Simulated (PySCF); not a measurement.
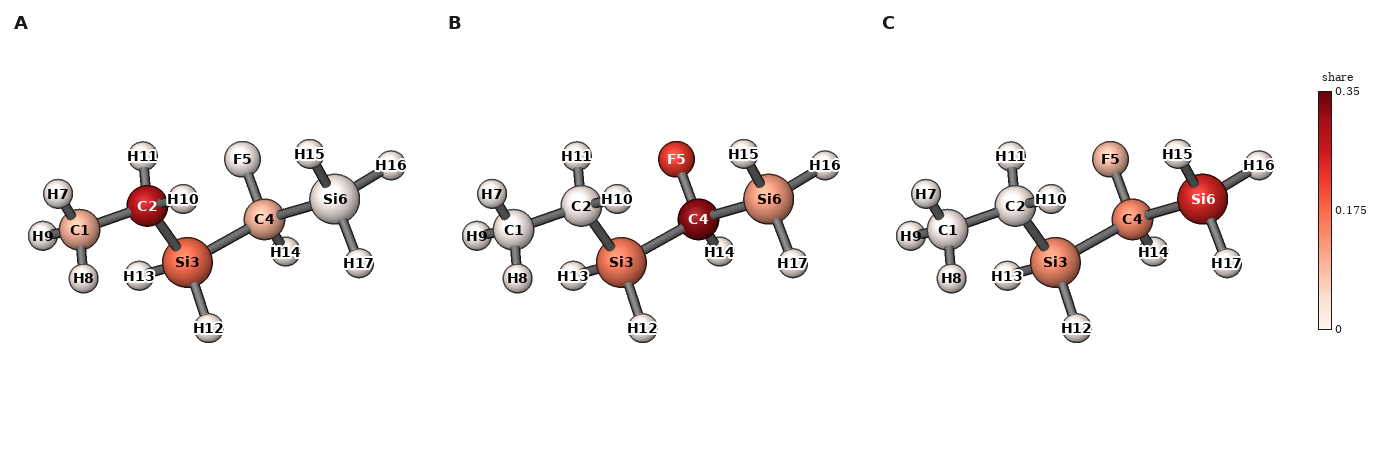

Each panel colours the atoms by their Löwdin share in one orbital (up to four of the largest shares; other atoms are shown as zero). The geometry was computed by an optimisation with PBE0-D3(BJ)/def2-SVP. No frequency run is at hand to confirm it as a minimum. Computed with B3LYP/def2-SVPD (PySCF 2.14.0).

**The panels show the HOMO−1, HOMO, LUMO, in some order. Which is which?**

A: HOMO−1, −8.26 eV; C2 0.27, Si3 0.17, C1 0.09, C4 0.09
B: HOMO, −8.01 eV; C4 0.32, F5 0.22, Si3 0.15, Si6 0.12
C: LUMO, 0.08 eV; Si6 0.25, C4 0.14, Si3 0.13, F5 0.08
